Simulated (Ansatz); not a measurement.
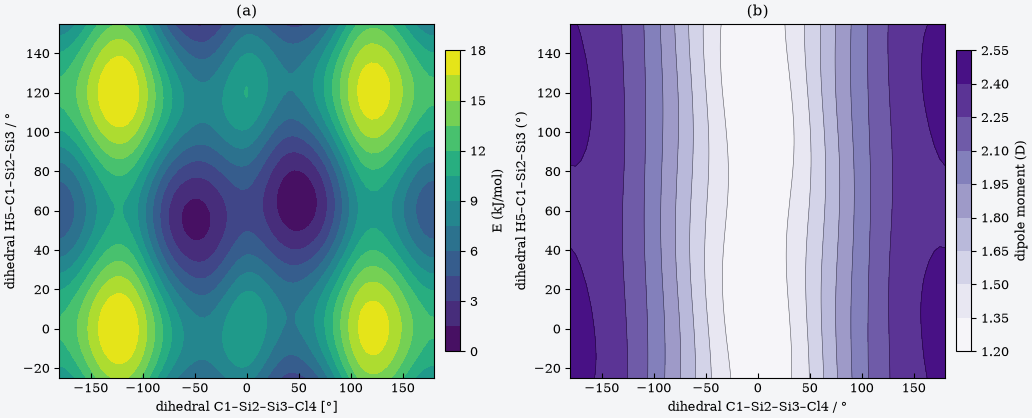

CH₇ClSi₂, SMILES C[SiH2][SiH2]Cl. The first coordinate is: dihedral C1–Si2–Si3–Cl4; the second: dihedral H5–C1–Si2–Si3. Nothing is relaxed (all other coordinates rigid). Grid: 10 × 11 points. Points are written as (first, second). All energies are given in kJ/mol relative to the relaxed molecule at the same level. The calculation used RKS B3LYP-D4/def2-SVP in Ansatz.

Panel (a) is the energy and panel (b) the computed dipole moment on the same grid.

In the figure: filled contours. Between grid points the surface is interpolated.

Q: How does the dipole moment vary over the map, and what is it at the lowest grid point?

A: Leaving out the highest fifth of the energies, it runs from 1.21 D at (0°, 119°) to 2.44 D at (−180°, −7°). At the lowest grid point, (36°, 65°), it is 1.38 D.
